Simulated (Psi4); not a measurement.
# A workflow on AlHClO (SMILES [O][AlH][Cl]), part 2 of 2

Psi4 1.11.

### Step 3. The harmonic vibrations at UTPSS-D4/def2-SVP (density fitting) (run 2)

job.in reads:

```
memory 1600 MB

molecule {
  0 2
  O      0.291294    -1.047845     1.364291
  Al     0.129504     0.055968     0.017595
  Cl    -1.582390    -0.210899    -1.176446
  H      1.230273     1.150693    -0.223208
}

set {
  basis                      def2-SVP
  reference                  uks
  t                          600.0
  rotational_symmetry_number 1
}

E = frequency('tpss-d4')
```

Command:

```bash
$ psi4 -i job.in -o job.out -n 1
```

job.out (excerpt; [...] marks lines left out):

```text
[...]
  Running in c1 symmetry.
[...]
  Nuclear repulsion =  117.693153055305643
[...]
  Multiplicity = 2
[...]
  Nalpha       = 20
  Nbeta        = 19
[...]
    Number of basis functions: 55
[...]
   @DF-UKS iter   1:  -777.60615465179956    1.01038e-01   1.78650e-02 ADIIS/DIIS
[...]
   @DF-UKS iter  16:  -778.24947797982850   -3.41061e-13   7.04804e-09 DIIS
[...]
   @S^2 Observed:                7.531191634E-01
[...]
  @DF-UKS Final Energy:  -778.24947797982850
   => Energetics <=
    Nuclear Repulsion Energy =            117.6934707044190560
    One-Electron Energy =               -1310.8160014257236980
    Two-Electron Energy =                 470.7846166176821043
    DFT Exchange-Correlation Energy =     -55.9082301285585075
    Empirical Dispersion Energy =          -0.0033337476473875
    VV10 Nonlocal Energy =                  0.0000000000000000
    Total Energy =                       -778.2494779798284981
[...]
  -Total Gradient:
     Atom            X                  Y                   Z
    ------   -----------------  -----------------  -----------------
       1        0.000046310904     0.000089716662    -0.000077030526
       2       -0.000078960311    -0.000126813653     0.000134338224
       3       -0.000065562197    -0.000042886738    -0.000028526813
       4       -0.000011958648     0.000135088245    -0.000183356427
[...]
  ==> Harmonic Vibrational Analysis <==
[...]
  Freq [cm^-1]                 153.0511            443.0756            521.5201
[...]
  IR activ [km/mol]            20.6609             135.4831            47.4476
[...]
  Freq [cm^-1]                 578.9595            805.8237           1998.8086
[...]
  IR activ [km/mol]            123.7663            56.1559             88.5754
[...]
  Total E_0, Enthalpy at 0 [K]                                                         -778.23922415 [Eh]
[...]
  Total H, Enthalpy at  600.00 [K]                                                     -778.22645681 [Eh]
[...]
  Total G, Gibbs energy at  600.00 [K]                                                 -778.30348869 [Eh]
[...]
```

On the terminal:

```text
Warning: used thermodynamics relations inappropriate for low-frequency modes: ['153.0511' '443.0756' '521.5201' '578.9595']
```

It took 2.3 min on 1 thread of Intel Xeon 6975P-C (Granite Rapids), shared host; peak memory 0.52 GiB.

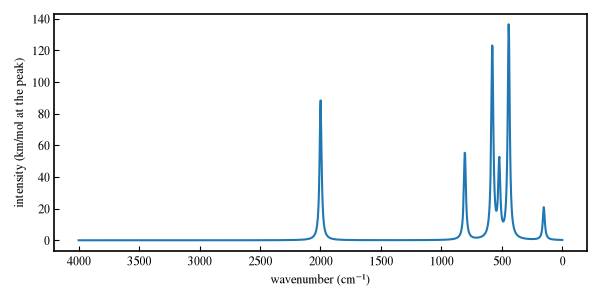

Harmonic infrared spectrum, unscaled, lines broadened by 10 cm⁻¹.

### Step 4. The energy at UMP2/cc-pVTZ (density fitting, density fitting for correlation) (run 3)

input.dat reads:

```
memory 1600 mb

molecule geom {
  0 2
  O      0.291294    -1.047845     1.364291
  Al     0.129504     0.055968     0.017595
  Cl    -1.582390    -0.210899    -1.176446
  H      1.230273     1.150693    -0.223208
  symmetry c1
}

set basis cc-pVTZ
set reference uhf
set freeze_core true

energy('mp2')
print_variables()
```

Command:

```bash
$ psi4 -i input.dat -o output.dat -n 1
```

output.dat (excerpt; [...] marks lines left out):

```text
[...]
  Running in c1 symmetry.
[...]
  Nuclear repulsion =  117.693153055305629
[...]
  Multiplicity = 2
[...]
  Nalpha       = 20
  Nbeta        = 19
[...]
    Number of basis functions: 112
[...]
   @DF-UHF iter   1:  -776.52201644395632   -7.22536e-01   6.56957e-03 DIIS/ADIIS
[...]
   @DF-UHF iter  21:  -776.99219703197775   -3.29692e-12   3.58859e-09 DIIS
[...]
   @S^2 Observed:                7.577722550E-01
[...]
    Orbital Energies [Eh]
    ---------------------
    Alpha Occupied:
       1A   -104.833475     2A    -58.533190     3A    -20.611454
       4A    -10.559880     5A     -8.026345     6A     -8.025391
       7A     -8.025362     8A     -4.945319     9A     -3.261090
      10A     -3.259595    11A     -3.258461    12A     -1.336638
      13A     -1.089337    14A     -0.644673    15A     -0.622710
      16A     -0.548570    17A     -0.547639    18A     -0.497001
      19A     -0.480531    20A     -0.469784
    Alpha Virtual:
      21A      0.054665    22A      0.089837    23A      0.121870
      24A      0.161539    25A      0.217593    26A      0.266507
[...]
  @DF-UHF Final Energy:  -776.99219703197775
   => Energetics <=
    Nuclear Repulsion Energy =            117.6931530553056291
    One-Electron Energy =               -1311.1575893331857969
    Two-Electron Energy =                 416.4722392459024718
    Total Energy =                       -776.9921970319776392
  UHF NO Occupations:
  HONO-2 :   18  A 1.9986651
  HONO-1 :   19  A 1.9981347
[...]
 Multipole Moments:
 ------------------------------------------------------------------------------------
     Multipole            Electronic (a.u.)      Nuclear  (a.u.)        Total (a.u.)
 ------------------------------------------------------------------------------------
 L = 1.  Multiply by 2.5417464519 to convert [e a0] to [Debye]
 Dipole X            :         -1.6063172            1.9591849            0.3528676
 Dipole Y            :         -0.4934770            0.9700192            0.4765421
 Dipole Z            :         -0.8551508            0.6404516           -0.2146993
 Magnitude           :                                                    0.6306376
[...]
```

Run time: 2.8 s. Hardware: 1 thread of Intel Xeon 6975P-C (Granite Rapids), shared host; peak memory 0.32 GiB.

### Step 5. Outcome

What follows sums up all 2 parts.

| quantity | value |
| --- | --- |
| run 1, UTPSS-D4/def2-SVP: total energy at the end | -778.24948 Eh |
| run 1, UTPSS-D4/def2-SVP: dipole moment | 1.36 D |
| run 1, UTPSS-D4/def2-SVP: HOMO energy (highest over α and β) | -7.48 eV |
| run 1, UTPSS-D4/def2-SVP: LUMO energy (lowest over α and β) | -5.96 eV |
| run 1, UTPSS-D4/def2-SVP: dispersion energy | -8.75 kJ/mol |
| run 1, UTPSS-D4/def2-SVP: ⟨S²⟩ | 0.753 |
| run 2, UTPSS-D4/def2-SVP: lowest harmonic wavenumber | 153 cm⁻¹ |
| run 2, UTPSS-D4/def2-SVP: highest harmonic wavenumber | 1999 cm⁻¹ |
| run 2, UTPSS-D4/def2-SVP: zero-point energy | 26.9 kJ/mol |
| run 2, UTPSS-D4/def2-SVP: ideal-gas entropy at 600 K (symmetry number 1 as used) | 80.6 cal/(mol K) |
| run 3, UMP2/cc-pVTZ: total energy | -777.43760 Eh |
| run 3, UMP2/cc-pVTZ: HOMO energy (Hartree–Fock orbitals) (highest over α and β) | -12.69 eV |
| run 3, UMP2/cc-pVTZ: LUMO energy (Hartree–Fock orbitals) (lowest over α and β) | 1.49 eV |
| run 3, UMP2/cc-pVTZ: correlation energy (11 core orbitals frozen) | -445.4 mEh |
| run 3, UMP2/cc-pVTZ: ⟨S²⟩ of the reference determinant | 0.758 |

**Reading.** The optimisation (run 1, UTPSS-D4/def2-SVP) took 7 steps and changed the energy by -0.009 eV. All 6 modes (run 2, UTPSS-D4/def2-SVP) are real, so the shape is a minimum at this level.
